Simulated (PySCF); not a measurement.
# One shape, several levels: C2H10BN (SMILES C[BH2-][NH2+]C)

Aim: a comparison of 6 runs (HF/STO-3G, HF/def2-SVP, M06-2X/3-21G, PBE0/def2-SVP, TPSSh/6-311+G**, MP2/6-311+G**) of C2H10BN. The job is set up through a Python script.

Program for the calculation: PySCF 2.14.0.

## Step 1: The molecule

C2H10BN: 14 atoms, total charge 0, spin state singlet. SMILES: `C[BH2-][NH2+]C`. The coordinates come from a GFN2-xTB relaxation. This is one conformer, not always the lowest.

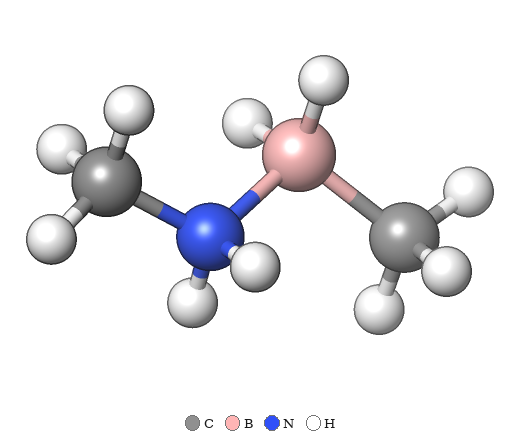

The structure, seen from a chosen angle (carbon grey, boron pink, nitrogen blue, hydrogen white).

## Step 2: Energy and gradient at HF/STO-3G (run 1)

Input file run.py:

```python
from pyscf import gto, scf

mol = gto.Mole()
mol.atom = [
    ('C', (-1.304090, 1.485490, -0.048780)),
    ('B', (-0.388540, 0.379870, 0.708160)),
    ('N', (0.401670, -0.407870, -0.513790)),
    ('C', (1.301330, -1.472480, -0.087050)),
    ('H', (-2.027270, 1.037200, -0.733160)),
    ('H', (-1.877590, 2.067740, 0.668100)),
    ('H', (-0.714310, 2.198910, -0.627350)),
    ('H', (-1.022680, -0.460040, 1.270810)),
    ('H', (0.469420, 0.856520, 1.386470)),
    ('H', (-0.326710, -0.772470, -1.120870)),
    ('H', (0.907710, 0.311300, -1.021900)),
    ('H', (0.730860, -2.214160, 0.467650)),
    ('H', (2.049810, -1.053740, 0.582320)),
    ('H', (1.800390, -1.956260, -0.930600)),
]
mol.basis = 'sto-3g'
mol.verbose = 3
mol.max_memory = 1860
mol.build()

calc0 = scf.RHF(mol)
calc0.conv_tol = 1e-10
calc0.kernel()
if not calc0.converged:
    calc0 = calc0.newton().run(calc0.mo_coeff, calc0.mo_occ)

e_final = calc0.e_tot
print('E = %.10f Eh' % e_final)
grad = calc0.nuc_grad_method().kernel()
calc0.analyze()
```

The run is started by

```bash
$ OMP_NUM_THREADS=1 python run.py
```

Standard output:

```text
converged SCF energy = -158.76252101995
E = -158.7625210199 Eh
--------------- RHF gradients ---------------
         x                y                z
0 C    -0.0009688756     0.0017831661     0.0004271447
1 B     0.0059396381    -0.0049799853    -0.0208783704
2 N     0.0187975388    -0.0191438913    -0.0182771938
3 C    -0.0234342646     0.0273723718    -0.0108061748
4 H    -0.0030725494    -0.0023274106    -0.0023642158
5 H    -0.0019736813     0.0020496875     0.0009438777
6 H     0.0026420424     0.0027933475    -0.0018083428
7 H    -0.0111493681    -0.0108260789     0.0098879507
8 H     0.0110282417     0.0089064764     0.0114377877
9 H     0.0085716264     0.0067783306     0.0157266659
10 H    -0.0094080560    -0.0090588110     0.0144000025
11 H     0.0011828463     0.0001946334     0.0007428295
12 H    -0.0003162245    -0.0011460984     0.0007167543
13 H     0.0021610858    -0.0023957378    -0.0001487156
----------------------------------------------
**** MO energy ****
MO #1   energy= -15.4893479006966  occ= 2
MO #2   energy= -11.1340499045238  occ= 2
MO #3   energy= -10.9355877263774  occ= 2
MO #4   energy= -7.29267255577459  occ= 2
MO #5   energy= -1.24321309510124  occ= 2
MO #6   energy= -0.935368836020339 occ= 2
MO #7   energy= -0.842752981730515 occ= 2
MO #8   energy= -0.726273121749036 occ= 2
MO #9   energy= -0.682854304025058 occ= 2
MO #10  energy= -0.621627515612284 occ= 2
MO #11  energy= -0.554744584866099 occ= 2
MO #12  energy= -0.550290549363765 occ= 2
MO #13  energy= -0.473402843360025 occ= 2
MO #14  energy= -0.469407986390642 occ= 2
MO #15  energy= -0.415794228129664 occ= 2
MO #16  energy= -0.341054434115585 occ= 2
MO #17  energy= -0.337963458699704 occ= 2
MO #18  energy= 0.529295096620468  occ= 0
MO #19  energy= 0.564676969827083  occ= 0
MO #20  energy= 0.5697505730176    occ= 0
MO #21  energy= 0.615419869958537  occ= 0
MO #22  energy= 0.67547801796744   occ= 0
MO #23  energy= 0.69017632923463   occ= 0
MO #24  energy= 0.701097664787979  occ= 0
MO #25  energy= 0.731140970421977  occ= 0
MO #26  energy= 0.794149396408302  occ= 0
MO #27  energy= 0.804119592723091  occ= 0
MO #28  energy= 0.821040713554724  occ= 0
MO #29  energy= 0.886749716177539  occ= 0
MO #30  energy= 0.898090629586184  occ= 0
 ** Mulliken atomic charges  **
charge of    0C =     -0.18351
charge of    1B =     -0.04071
charge of    2N =     -0.06713
charge of    3C =     -0.01839
charge of    4H =     -0.00423
charge of    5H =      0.01870
charge of    6H =     -0.00405
charge of    7H =     -0.11534
charge of    8H =     -0.11533
charge of    9H =      0.17583
charge of   10H =      0.17583
charge of   11H =      0.06656
charge of   12H =      0.06664
charge of   13H =      0.04513
Dipole moment(X, Y, Z, Debye):  2.90377, -2.95633, -3.83607
```

Wall time 7.2 s (1 thread of Intel Xeon at 2.50GHz (Skylake/Cascade Lake), shared host); peak memory 0.12 GiB.

## Step 3: Energy and forces at HF/def2-SVP (run 2)

Input file calc.py:

```python
import pyscf.grad
from pyscf import gto

mol = gto.M(
    atom=[
    ('C', (-1.304090, 1.485490, -0.048780)),
    ('B', (-0.388540, 0.379870, 0.708160)),
    ('N', (0.401670, -0.407870, -0.513790)),
    ('C', (1.301330, -1.472480, -0.087050)),
    ('H', (-2.027270, 1.037200, -0.733160)),
    ('H', (-1.877590, 2.067740, 0.668100)),
    ('H', (-0.714310, 2.198910, -0.627350)),
    ('H', (-1.022680, -0.460040, 1.270810)),
    ('H', (0.469420, 0.856520, 1.386470)),
    ('H', (-0.326710, -0.772470, -1.120870)),
    ('H', (0.907710, 0.311300, -1.021900)),
    ('H', (0.730860, -2.214160, 0.467650)),
    ('H', (2.049810, -1.053740, 0.582320)),
    ('H', (1.800390, -1.956260, -0.930600)),
],
    verbose=4,
    max_memory=1860,
    basis='def2-svp',
)

hf = mol.RHF()
hf.conv_tol = 1e-10
hf.kernel()
if not hf.converged:
    hf = hf.newton().run(hf.mo_coeff, hf.mo_occ)

etot = hf.e_tot
print('E = %.10f Eh' % etot)
grad = hf.Gradients().kernel()
hf.analyze()
```

The run is started by

```bash
$ OMP_NUM_THREADS=1 python calc.py
```

Standard output:

```text
PySCF version 2.14.0

[... 68 lines left out ...]
converged SCF energy = -160.575490691093
[... 28 lines left out ...]
MO #8   energy= -0.749436406064289 occ= 2
[... 13 lines left out ...]
MO #22  energy= 0.239425789244618  occ= 0
[... 13 lines left out ...]
MO #36  energy= 0.621647267557998  occ= 0
[... 13 lines left out ...]
MO #50  energy= 0.997054822751258  occ= 0
[... 13 lines left out ...]
MO #64  energy= 1.732746035297     occ= 0
[... 13 lines left out ...]
MO #78  energy= 2.15642507107105   occ= 0
[... 13 lines left out ...]
MO #92  energy= 2.81944743426757   occ= 0
[... 13 lines left out ...]
MO #106 energy= 3.75757213600669   occ= 0
[... 123 lines left out ...]
Dipole moment(X, Y, Z, Debye):  2.70455, -2.75042, -3.60217
```

It took 37 s on 1 thread of Intel Xeon at 2.50GHz (Skylake/Cascade Lake), shared host; peak memory 0.24 GiB.

Run 3 isn't shown in full; the table further down has it.

## Step 4: Energy and forces at PBE0/def2-SVP (run 4)

Input file calc.py:

```python
import pyscf.grad
from pyscf import gto, dft

mol = gto.Mole()
mol.atom = '''
C     -2.464373     2.807169    -0.092181
B     -0.734234     0.717850     1.338228
N      0.759046    -0.770763    -0.970922
C      2.459157    -2.782584    -0.164501
H     -3.830985     1.960024    -1.385472
H     -3.548131     3.907462     1.262526
H     -1.349850     4.155338    -1.185520
H     -1.932585    -0.869350     2.401483
H      0.887075     1.618588     2.620049
H     -0.617392    -1.459757    -2.118137
H      1.715323     0.588272    -1.931111
H      1.381125    -4.184156     0.883730
H      3.873580    -1.991280     1.100425
H      3.402244    -3.696796    -1.758579
'''
mol.basis = 'def2-svp'
mol.max_memory = 1860
mol.unit = 'bohr'
mol.verbose = 3
mol.build()

calc0 = dft.RKS(mol)
calc0.xc = 'pbe0'
calc0.conv_tol = 1e-10
calc0.grids.level = 5
calc0.kernel()
if not calc0.converged:
    calc0 = calc0.newton().run(calc0.mo_coeff, calc0.mo_occ)

e_final = calc0.e_tot
print('E(%s) = %.9f' % ('PBE0', e_final))
grad = calc0.Gradients().kernel()
calc0.analyze()
```

The run is started by

```bash
$ OMP_NUM_THREADS=1 python calc.py
```

Standard output:

```text
converged SCF energy = -161.516288736114
[... 11 lines left out ...]
MO #2   energy= -10.2852635557305  occ= 2
[... 12 lines left out ...]
MO #15  energy= -0.328089760817419 occ= 2
[... 12 lines left out ...]
MO #28  energy= 0.221304240937672  occ= 0
[... 12 lines left out ...]
MO #41  energy= 0.635510162219727  occ= 0
[... 12 lines left out ...]
MO #54  energy= 0.937881190888865  occ= 0
[... 12 lines left out ...]
MO #67  energy= 1.52753336249564   occ= 0
[... 12 lines left out ...]
MO #80  energy= 1.97437663503268   occ= 0
[... 12 lines left out ...]
MO #93  energy= 2.54600597291999   occ= 0
[... 12 lines left out ...]
MO #106 energy= 3.39275755395092   occ= 0
[... 15 lines left out ...]
Dipole moment(X, Y, Z, Debye):  2.58670, -2.61936, -3.57182
```

It took 2 min on 1 thread of Intel Xeon at 2.50GHz (Skylake/Cascade Lake), shared host; peak memory 1.1 GiB.

Run 5 isn't shown in full; the table further down has it.

## Step 5: Energy and forces at MP2/6-311+G(d,p) (run 6)

Input file job.py:

```python
from pyscf import gto, scf, mp

mol = gto.Mole()
mol.atom = '''
C     -1.304090     1.485490    -0.048780
B     -0.388540     0.379870     0.708160
N      0.401670    -0.407870    -0.513790
C      1.301330    -1.472480    -0.087050
H     -2.027270     1.037200    -0.733160
H     -1.877590     2.067740     0.668100
H     -0.714310     2.198910    -0.627350
H     -1.022680    -0.460040     1.270810
H      0.469420     0.856520     1.386470
H     -0.326710    -0.772470    -1.120870
H      0.907710     0.311300    -1.021900
H      0.730860    -2.214160     0.467650
H      2.049810    -1.053740     0.582320
H      1.800390    -1.956260    -0.930600
'''
mol.basis = '6-311+g**'
mol.charge = 0
mol.verbose = 4
mol.max_memory = 1860
mol.build()

mf = scf.RHF(mol)
mf.conv_tol = 1e-10
mf.kernel()
if not mf.converged:
    mf = mf.newton().run(mf.mo_coeff, mf.mo_occ)

pt = mp.MP2(mf, frozen=4).run()
e_tot = pt.e_tot
print('Final energy', e_tot)
grad = pt.nuc_grad_method().kernel()
mf.analyze()
```

The run is started by

```bash
$ OMP_NUM_THREADS=1 python job.py
```

Standard output:

```text
PySCF version 2.14.0

[... 88 lines left out ...]
Nuclear Repulsion Energy =             128.834691536585126
[... 20 lines left out ...]
MO #15  energy= -0.463921733367382 occ= 2
[... 18 lines left out ...]
MO #34  energy= 0.273436448350871  occ= 0
[... 18 lines left out ...]
MO #53  energy= 0.640932024217259  occ= 0
[... 18 lines left out ...]
MO #72  energy= 1.14482741674371   occ= 0
[... 18 lines left out ...]
MO #91  energy= 1.92779609661871   occ= 0
[... 18 lines left out ...]
MO #110 energy= 2.61327930743074   occ= 0
[... 18 lines left out ...]
MO #129 energy= 3.16660812896592   occ= 0
[... 18 lines left out ...]
MO #148 energy= 36.9588092633068   occ= 0
[... 165 lines left out ...]
Dipole moment(X, Y, Z, Debye):  2.65679, -2.70820, -3.46453
```

It took 4.2 min on 1 thread of Intel Xeon at 2.50GHz (Skylake/Cascade Lake), shared host; peak memory 1.8 GiB.

## Step 6: All runs side by side

| run | level | integration grid | frozen core orbitals | energy (Eh) | dipole moment (D) of the reference | HOMO energy (eV) | LUMO energy (eV) | wall time |
| --- | --- | --- | --- | --- | --- | --- | --- | --- |
| 1 | HF/STO-3G | – | – | -158.762521 | 5.65 | -9.20 | 14.40 | 7.2 s |
| 2 | HF/def2-SVP | – | – | -160.575491 | 5.28 | -10.83 | 3.97 | 37 s |
| 3 | M06-2X/3-21G | 5 | – | -160.872482 | 5.37 | -8.40 | 3.04 | 67 s |
| 4 | PBE0/def2-SVP | 5 | – | -161.516289 | 5.13 | -7.32 | 0.94 | 2 min |
| 5 | TPSSh/6-311+G** | 5 | – | -161.907196 | 4.99 | -6.89 | -0.58 | 5.3 min |
| 6 | MP2/6-311+G** | – | 4 | -161.352157 | 5.14 | -10.89 | 1.24 | 4.2 min |

## Step 7: Summary of results

```
                                          quantity          value
                               run 6: total energy  -161.35216 Eh
       run 6: dipole moment (Hartree–Fock density)         5.14 D
        run 6: HOMO energy (Hartree–Fock orbitals)      -10.89 eV
        run 6: LUMO energy (Hartree–Fock orbitals)        1.24 eV
      run 6: HOMO–LUMO gap (Hartree–Fock orbitals)       12.14 eV
run 6: correlation energy (4 core orbitals frozen)     -618.8 mEh
                   run 6: largest force on an atom     0.703 eV/Å
```

Over runs 1, 2, 3, 4, 5 the dipole moment (its size) runs from 4.99 D (TPSSh/6-311+G**) to 5.65 D (HF/STO-3G). The two ends differ in method and basis. Over runs 1, 2, 3, 4, 5 the HOMO–LUMO gap runs from 6.31 eV (TPSSh/6-311+G**) to 23.60 eV (HF/STO-3G). Totals of different functionals can't be ranked against each other. In run 1 the basis is minimal, so the values are rough. All runs together took 13 min, the longest 5.3 min.
